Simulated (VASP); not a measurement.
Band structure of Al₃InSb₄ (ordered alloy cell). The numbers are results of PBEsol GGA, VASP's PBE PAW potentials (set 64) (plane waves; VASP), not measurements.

Unless said otherwise, spin-orbit coupling is left out, though it shifts the bands of the heavy elements here.

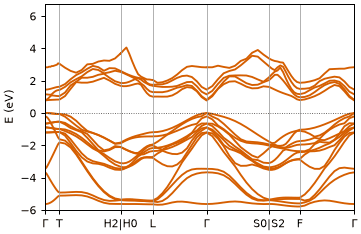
*Bands along high-symmetry lines, zero at the valence-band maximum or, without a gap, the Fermi level*

**Question.** Read the plot: is there a gap, and where are the band edges?

**Answer.** The gap is direct, 0.78 eV, from the valence maximum at Γ to the conduction minimum at Γ. (Edges off the drawn lines would not show.)

The structure was generated: Al3InSb4 was put into an ordered model structure (R3m), which need not be its known phase. It was relaxed first.
